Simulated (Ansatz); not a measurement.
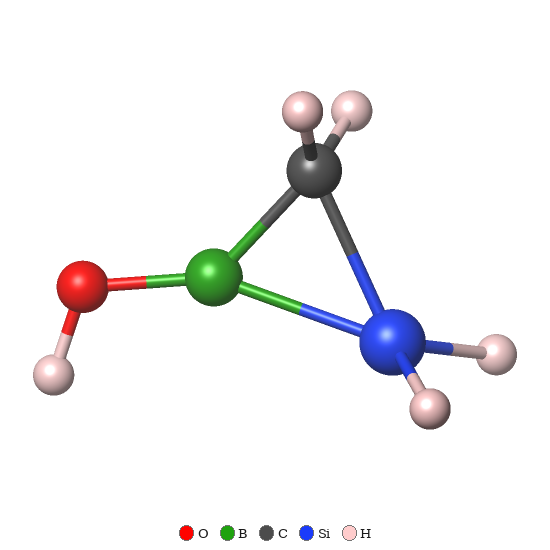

Starting geometry of the run.

Ansatz 0.2.0 input:

```yaml
crystal:
  periodic: [false, false, false]
  atoms:
    - {symbol: O, position_ang: [-0.653421, 1.307336, -1.601656]}
    - {symbol: B, position_ang: [-0.250087, 0.429993, -0.673665]}
    - {symbol: C, position_ang: [1.038970, 0.146010, 0.123444]}
    - {symbol: Si, position_ang: [-0.469585, -0.814873, 0.817304]}
    - {symbol: H, position_ang: [-1.590662, 1.235810, -1.803032]}
    - {symbol: H, position_ang: [1.586556, 0.934141, 0.637771]}
    - {symbol: H, position_ang: [1.722045, -0.567079, -0.346007]}
    - {symbol: H, position_ang: [-0.338208, -2.289364, 0.730340]}
    - {symbol: H, position_ang: [-1.045609, -0.381973, 2.115492]}
basis:
  gaussian: {orbitals: def2-TZVPP}
hamiltonian: {xc: pbe0, dispersion: d4}
output: {orbitals: {seedname: orbitals}}
```

Command:

```sh
ansatz run in.yaml --threads 2 --pin off --events-out ev --progress --plain --max-ram 4352MiB
```

What the program printed:

```
Functional definition: PBE0
  name "PBE0"
  cite "Adamo & Barone, J. Chem. Phys. 110, 6158 (1999) doi:10.1063/1.478522"
  cite "Perdew, Burke & Ernzerhof, Phys. Rev. Lett. 77, 3865 (1996) doi:10.1103/PhysRevLett.77.3865"
  parent pbe
  parameter a = 0.25
  parameter kappa = 0.804
  parameter beta = 0.06672455060314922
  exchange = (1 - a)*pbe_x(kappa = kappa, mu = beta*pi^2/3) + a*exact_x
  correlation = pbe_c(beta = beta)
1086 factors; their error is unknown
mean field evaluation 1: about -11703.6448 eV, gradient 6.8e1 eV
mean field evaluation 2: about -11691.3482 eV, gradient 9.6e1 eV
mean field evaluation 4: about -11713.0294 eV, gradient 6.2e0 eV
mean field evaluation 8: about -11713.1269 eV, gradient 3.2e-1 eV
mean field evaluation 16: about -11713.1270 eV, gradient 4.0e-5 eV
mean field -11713.12699823 eV, -430.4494777425 hartree, gradient 4.0e-5 eV, S^2 0.000000; 0 other end points of the search recorded, 0 dependent functions left out
reference -11713.12703087 eV, -430.4494789418 hartree; 19, 19 occupied and 186, 186 virtual orbitals, 1086 factors
Total energy: -11713.25889176 eV, -430.4543247400 hartree
```
